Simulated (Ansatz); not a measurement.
# BF2H4N: what the fields show

```yaml
atoms:
  - { symbol: B, position_ang: [-0.0597, 0.3556, 0.0879] }
  - { symbol: N, position_ang: [-0.0292, 0.2490, 1.7605] }
  - { symbol: H, position_ang: [-0.9748, 0.2243, 2.1427] }
  - { symbol: H, position_ang: [0.4687, -0.5894, 2.0607] }
  - { symbol: F, position_ang: [1.2759, 0.3476, -0.2431] }
  - { symbol: H, position_ang: [-0.6979, -0.6261, -0.2784] }
  - { symbol: F, position_ang: [-0.6693, 1.5697, -0.1302] }
  - { symbol: H, position_ang: [0.4533, 1.0676, 2.1385] }
```

Theory: Ansatz 0.2.0, RKS PBE0-D4/def2-SVP.

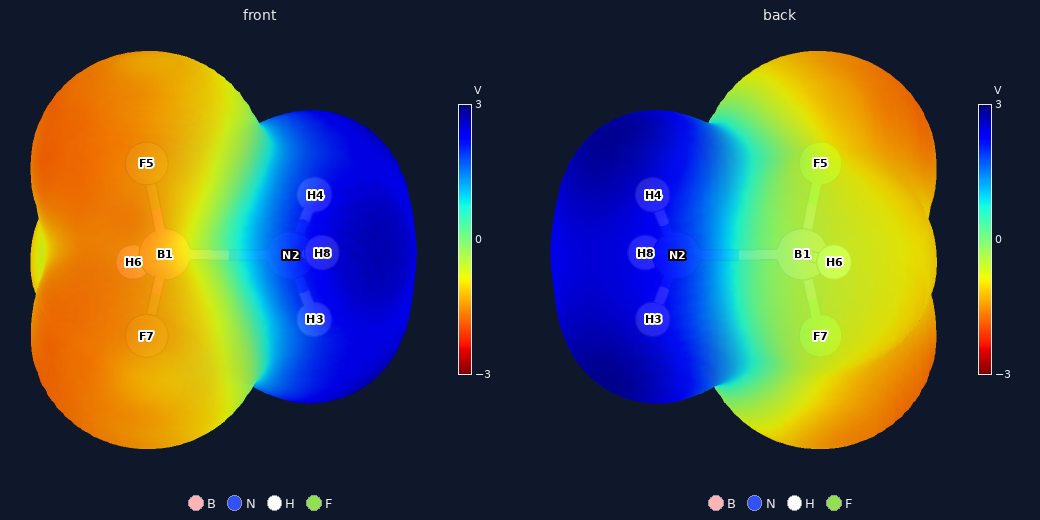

Figure 1. The molecular electrostatic potential painted on the density surface at 0.002 e/bohr³, seen from the front and from behind; the colour scale runs from red (negative) to blue (positive).

> Where is the surface potential most negative and most positive?

The most negative region (about −1.8 V) lies over F5 and F7, the most positive (about +2.9 V) over H3 and H4.

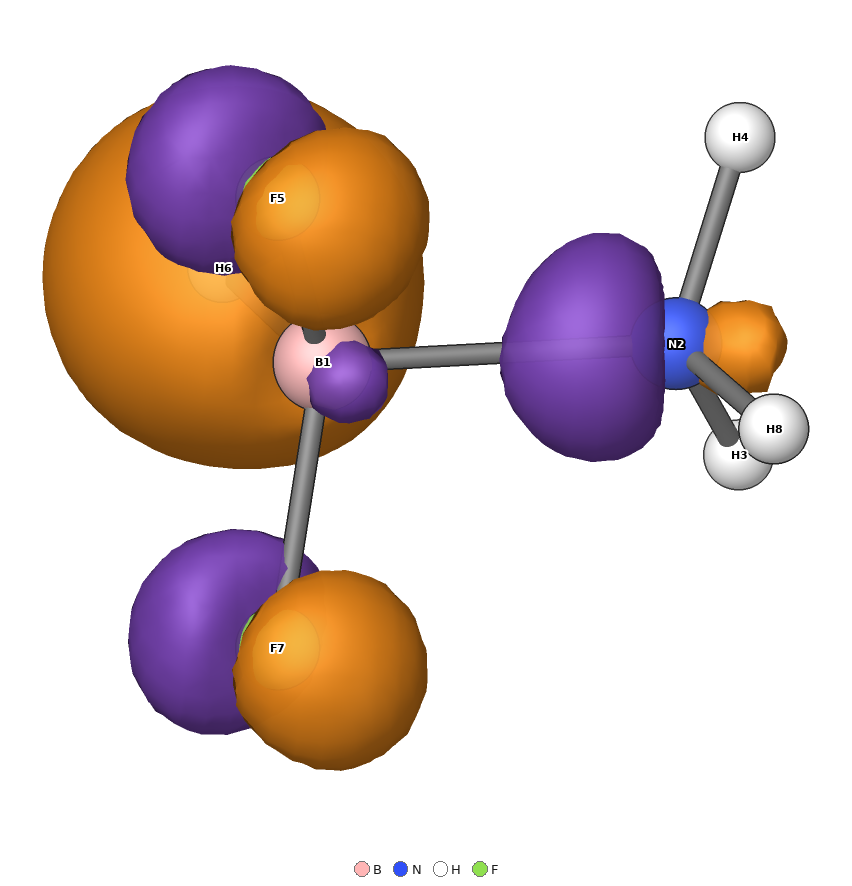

Figure 2. The HOMO at ±0.2 Å⁻³ᐟ² (orange and purple are the two phases), seen at a tilt.

> Where does this orbital lie, and at what energy?

By Hirshfeld shares it lies mainly on H6 (about 35 %), B1 (about 25 %), F5 (about 15 %), F7 (about 15 %) and N2 (about 10 %). Its energy is −8.07 eV.

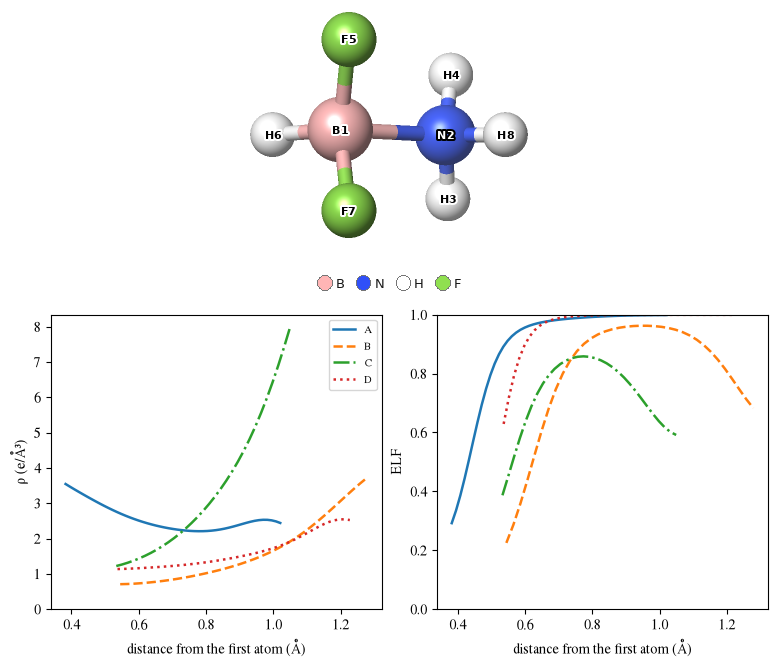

Figure 3. Electron density and ELF along straight lines between neighbouring atoms. The curves leave out the atomic cores. The structure is drawn too.

> Which curve belongs to which contact (B–F, B–H, B–N and N–H)? The first atom named is at distance zero.

Curve A: N–H (1.02 Å): the density is about 2.9 e/Å³ at the midpoint; the ELF climbs to about 1 towards the hydrogen, as it does in any bond to H (an ordinary covalent bond to hydrogen). Curve B: B–N (1.68 Å): ρ is about 1.1 e/Å³ halfway; the ELF peaks at about 0.95 between the atoms (a polar covalent bond). Curve C: B–F (1.38 Å): ρ is about 1.9 e/Å³ halfway; the ELF peaks at about 0.85 between the atoms, as expected for a polar covalent bond. Curve D: B–H (1.23 Å): the density is about 1.2 e/Å³ at the midpoint; the ELF climbs to about 1 towards the hydrogen; a covalent bond by its length.

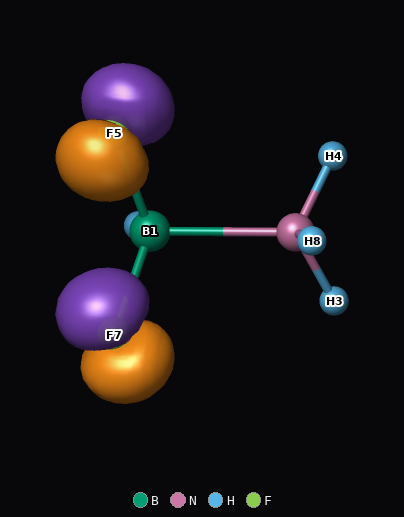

Figure 4. The HOMO−1 at ±0.3 Å⁻³ᐟ² (orange and purple are the two phases), seen across its widest extent.

> What is the character of this orbital?

By Hirshfeld shares it lies mainly on F5 (about 45 %) and F7 (about 45 %); largely a combination of lone pairs on F5 and F7. Its energy is −9.86 eV.
